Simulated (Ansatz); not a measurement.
C2H8GeS (SMILES [CH3][GeH]([CH3])[SH])

Input

```
crystal:
  periodic: [false, false, false]
  atoms:
    - symbol: C
      position_ang: [0.070531, -2.198751, 0.306701]
    - symbol: C
      position_ang: [1.295140, 0.108104, 2.189104]
    - symbol: Ge
      position_ang: [0.344061, -1.593692, 2.140310]
    - symbol: S
      position_ang: [-1.630702, -1.396683, 3.183429]
    - symbol: H
      position_ang: [-0.493955, -3.141528, 0.298175]
    - symbol: H
      position_ang: [1.038265, -2.357161, -0.193320]
    - symbol: H
      position_ang: [-0.496197, -1.445961, -0.260975]
    - symbol: H
      position_ang: [1.077723, -2.663102, 2.973664]
    - symbol: H
      position_ang: [2.292498, 0.003206, 1.735343]
    - symbol: H
      position_ang: [1.409704, 0.449388, 3.227346]
    - symbol: H
      position_ang: [0.735762, 0.871937, 1.628939]
    - symbol: H
      position_ang: [-2.101158, -0.455611, 2.335607]
basis:
  gaussian:
    orbitals: def2-TZVPD
hamiltonian:
  xc: {name: PBE0}
output:
  forces: true
  orbitals: {seedname: orbitals}
```

Run with:

```sh
ansatz run input.yaml --threads 2 --pin off --max-ram 4350MiB --events-out events.jsonl --progress --plain --runs-dir runs
```

Geometry: PBE0-D3(BJ)/def2-SVP.

Method: isolated molecule in a Gaussian basis; Kohn-Sham density functional theory, functional PBE0 in Ansatz 0.2.0.

> What can the converged electron density and electron localisation function tell about the bonding?

C–Ge (1.95 Å): ρ is about 0.88 e/Å³ halfway; the ELF peaks at about 0.90 in the valence shell of C, 0.7 Å from its nucleus, and is about 0.70 at the midpoint.
C–H (1.10 Å): ρ is about 1.9 e/Å³ halfway; the ELF climbs to about 1 towards the hydrogen, as it does in any bond to H: a covalent bond by its length.

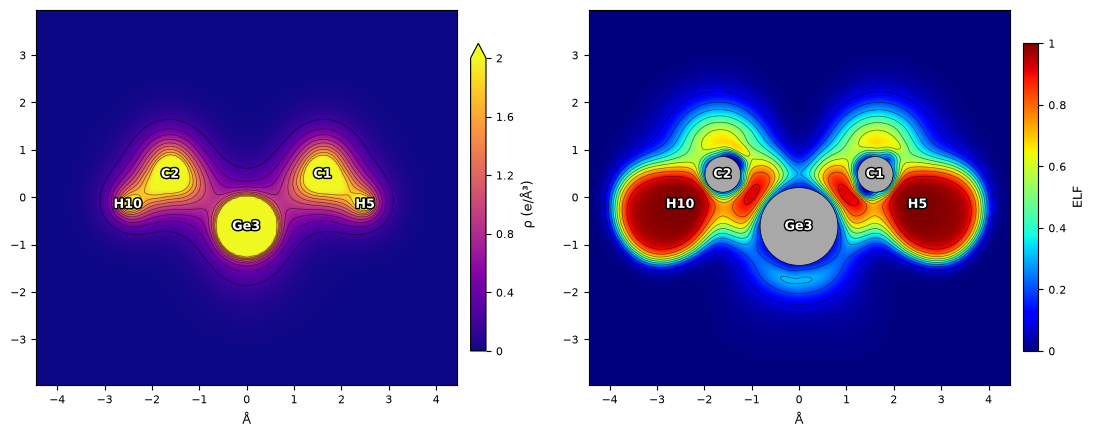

Computed electron density and electron localisation function on the plane of atoms Ge3, C1 and H5, in this order. Grey discs cover the atomic cores in the ELF map. 
